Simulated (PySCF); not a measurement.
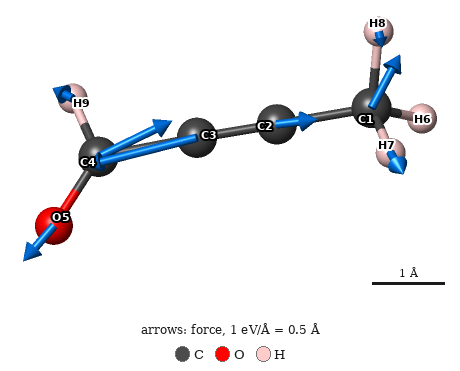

Starting geometry of C$_{4}$H$_{4}$O with the computed forces as blue arrows. A ball-and-stick model, seen from a free direction.

The start comes from GFN2-xTB. Its atoms were then displaced at random by about 0.01 Å.

These are results of PBE0-D3(BJ)/def2-SVP geometry optimisation, gas phase in PySCF 2.14.0, density-fitted response routines, not measurements. 

**Is this structure relaxed? If not, where do the atoms go?**

It isn't relaxed: the largest force vector, on C3, is 3.36 eV/Å. The final displacements follow the starting forces only in part (cosine between the two patterns 0.46). C3 moves most after the best rigid fit: 0.050 Å. Largest moves by element: C 0.050 Å, O 0.048 Å, H 0.041 Å. Near-neighbour distances that change, for instance: C1–C2 1.415 → 1.449 Å, C3–C4 1.477 → 1.446 Å, C1–H7 1.071 → 1.100 Å, C2–C3 1.192 → 1.216 Å. Bond angles that change, for instance: O5–C4–H9 125.1° → 121.3°, C3–C4–H9 110.7° → 114.0°, C2–C1–H8 108.8° → 110.9°. Over 5 geometry steps the energy falls by 2.89 kcal/mol. The run took 13 s on 1 thread of Arm Neoverse V1 (shared host).
